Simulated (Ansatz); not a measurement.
# CH5BClN: the cost of one run

The runs use Ansatz 0.2.0, Gaussian basis; unrestricted cation, the program's frozen cores in correlated methods.

Levels to be run: UKS PBE-D4/def2-TZVPP; UKS r2SCAN-D4/def2-TZVPP; UKS PBE0-D4/def2-TZVPP; UKS B3LYP-D4/def2-TZVPP; UKS wB97X-V/def2-TZVPP; UKS wB97M-V/def2-TZVPP; UKS B2PLYP/def2-TZVPP; UHF-CCSD(T)/def2-TZVPP; UHF-CCSD(T)/def2-QZVPP; extrapolation to the limit; then −ε(HOMO) from the neutral's earlier runs with LDA (SPW92), PBE-D4, revPBE-D4, BLYP-D4, r2SCAN-D4, B97M-V, PBE0-D4, B3LYP-D4, r2SCANh-D4, r2SCAN0-D4, HSE06-D4, BHLYP-D4, CAM-B3LYP-D4, LC-ωPBE, ωB97X-V, ωB97M-V.

**1. Structure used throughout**

All runs share one geometry, relaxed beforehand with PBE0-D4 in a triple-zeta def2 set.

9 atoms, charge 0, spin multiplicity 1.

Atoms are counted from 1 here; the program's logs count them from 0.

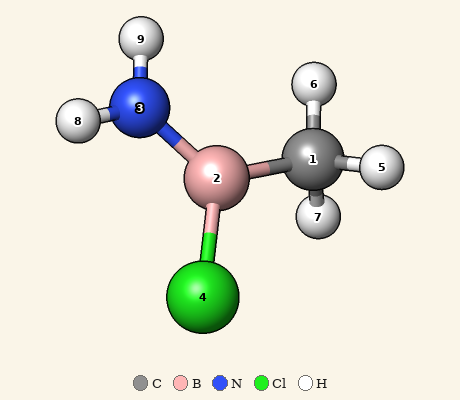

The geometry (carbon grey, boron pink, nitrogen blue, chlorine green, hydrogen white); atoms are numbered from 1 in the order of the file.

**2. Cation, UKS PBE-D4/def2-TZVPP**

in.yaml reads:

```yaml
crystal:
  periodic: [false, false, false]
  atoms:
    - {symbol: C, position_ang: [0.142490, 0.994888, -0.646228]}
    - {symbol: B, position_ang: [-0.222491, -0.435608, -0.132379]}
    - {symbol: N, position_ang: [0.119054, -0.919610, 1.123970]}
    - {symbol: Cl, position_ang: [-1.133550, -1.536476, -1.204240]}
    - {symbol: H, position_ang: [0.740451, 0.930341, -1.559903]}
    - {symbol: H, position_ang: [0.698520, 1.586397, 0.084992]}
    - {symbol: H, position_ang: [-0.763567, 1.545984, -0.914302]}
    - {symbol: H, position_ang: [-0.123401, -1.842927, 1.439550]}
    - {symbol: H, position_ang: [0.630995, -0.369491, 1.791439]}
basis:
  gaussian: {orbitals: def2-TZVPP}
total_charge: 1
magnetization: {spin_polarized: true, initial_magnetization: 1}
hamiltonian: {xc: pbe, dispersion: d4}
```

On the command line:

```bash
> ansatz run in.yaml --threads 2 --pin off --events-out ev --progress --plain --max-ram 32768MiB --backend cpu
```

Q: Estimate wall time and peak memory on 2 threads of AMD EPYC 7R13, shared host.

About 14 s, with a peak of 0.55 GiB.
